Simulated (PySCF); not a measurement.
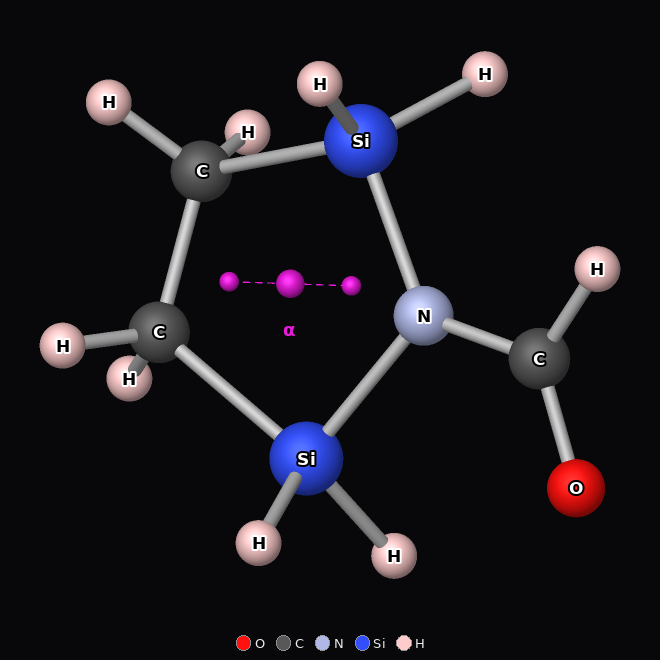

The small points mark where nucleus-independent chemical shifts (NICS) were computed: at the centre of each lettered ring and 1 Å above and below it. Geometry: a frame of a GFN2-xTB molecular-dynamics simulation, not a minimum. Level of theory: GIAO PBE0/pcSseg-1 NMR shielding, non-relativistic, gas phase (PySCF 2.14.0).

Give NICS(0), NICS(1) and the out-of-plane component NICS(1)zz for each ring (means of the two sides).

| ring | members | NICS(0) | NICS(1) | NICS(1)zz |
| --- | --- | --- | --- | --- |
| α | C2NSi2 | −4.1 | −2.5 | −0.1 |

Values in ppm.

What do the values say about the ring currents?

Answer. Ring α: weak, as in a non-aromatic ring. NICS is one index among several.
